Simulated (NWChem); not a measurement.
# CN− (cyanide): wB97X/6-311+G(d,p)

Aim: the vertical ionisation energy of CN− (cyanide) at wB97X/6-311+G**, from 2 runs. 

The calculation is run with NWChem 7.3.0.

7 further runs of the same task are left out: 1 that didn't finish, 6 set aside as unsound or not needed.

**1. Starting point**

CN−: 2 atoms, total charge -1, spin state singlet. SMILES: `[C-]#N`. The coordinates come from a PBE0-D4/def2-TZVPD relaxation.

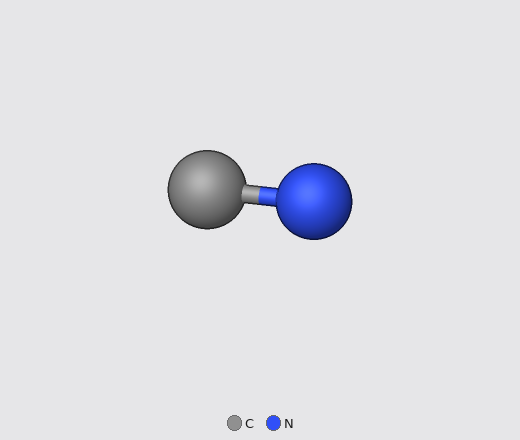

Viewed from a chosen angle; carbon grey, nitrogen blue.

**2. The energy at wB97X/6-311+G(d,p)**

The input, sp.nw:

```
start sp
memory total 2200 mb
charge -1

geometry units au noautosym nocenter noautoz
C   0.94429614 -0.30556871  0.48622653
N  -0.94429614  0.30556871 -0.48622653
end

basis spherical bse
* library 6-311+G**
end

dft
xc wb97x
grid fine
convergence energy 1e-08
maxiter 100
mulliken
print low
end

task dft energy
```

Run with:

```console
$ nwchem sp.nw > sp.out
```

What it wrote, shortened:

```text
[...]
 d= 0,ls=0.0,diis     1    -92.6171604311 -1.12D+02  6.30D-02  2.23D+00     0.5
[...]
 d= 0,ls=0.0,diis    10    -92.8572762947 -2.08D-09  1.18D-06  2.03D-09     3.3
         Total DFT energy =      -92.857276294736
      One electron energy =     -166.601608456448
           Coulomb energy =       67.151088831288
    Exchange-Corr. energy =      -12.407713060376
 Nuclear repulsion energy =       19.000956390799
[...]
      Total Density - Mulliken Population Analysis
     ---------------------------------------------
    Atom       Charge   Shell Charges
 -----------   ------   -------------------------------------------------------
    1 C    6     6.49   1.11  0.88  0.57  0.84  1.21  0.79  0.69  0.26  0.08  0.06
    2 N    7     7.51   1.10  0.89  0.75  0.92  1.62  0.79  1.15  0.09  0.16  0.03
[...]
```

It took 3.9 s on 1 thread of Intel Xeon 6975P-C (Granite Rapids), shared host; peak memory 0.1 GiB.

**3. Doublet neutral CN**

The input, cn.nw:

```
echo
START cn
memory 2200 mb
charge 0

GEOMETRY noautosym nocenter noautoz
 C      0.499700    -0.161700     0.257300
 N     -0.499700     0.161700    -0.257300
END

BASIS spherical bse
 * library 6-311+G**
END

DFT
 xc wb97x
 mult 2
 grid fine
 convergence energy 1e-08
 maxiter 100
 mulliken
 noprint "final vectors analysis"
END

TASK dft energy
```

Run with:

```console
$ nwchem cn.nw > cn.out
```

What it wrote:

```text
[...]
          Wavefunction type:  spin polarized.
          No. of atoms     :     2
          No. of electrons :    13
[...]
          Charge           :     0
          Spin multiplicity:     2
[...]
          AO basis - number of functions:    44
[...]
              XC Information
              --------------
                       wb97x  Method XC Functional
                     Hartree-Fock (Exact) Exchange  1.000
                         wb97x Exchange Functional  1.000
                      wb97x Correlation Functional  1.000
[...]
 d= 0,ls=0.0,diis     1    -92.6465736291 -1.12D+02  7.48D-03  1.35D-01     0.4
[...]
 d= 0,ls=0.0,diis    15    -92.7050696562 -6.28D-10  6.43D-08  2.72D-12     5.5
[...]
         Total DFT energy =      -92.705069656223
      One electron energy =     -162.161902400259
           Coulomb energy =       62.587523863116
    Exchange-Corr. energy =      -12.131648777259
 Nuclear repulsion energy =       19.000957658179
[...]
      Total Density - Mulliken Population Analysis
     ---------------------------------------------
    Atom       Charge   Shell Charges
 -----------   ------   -------------------------------------------------------
    1 C    6     5.90   1.11  0.88  0.56  0.85  1.23  0.55  0.61  0.04  0.02  0.05
    2 N    7     7.10   1.10  0.89  0.71  0.98  1.56  0.81  1.01 -0.01  0.01  0.03
[...]
      <S2> =      0.7651 (Exact =     0.7500)
[...]
```

Wall time 6.3 s (1 thread of Intel Xeon 6975P-C (Granite Rapids), shared host); peak memory 0.1 GiB.

**4. Results**

At wB97X/6-311+G**:

| quantity | value |
| --- | --- |
| singlet CN−: total energy | -92.85728 Eh |
| doublet neutral CN: total energy | -92.70507 Eh |
| doublet neutral CN: dipole moment | 1.64 D |
| doublet neutral CN: ⟨S²⟩ | 0.765 |
| vertical detachment energy (to the doublet neutral) | 4.142 eV |

What this shows: The vertical ionisation energy comes to 4.14 eV (96 kcal/mol).
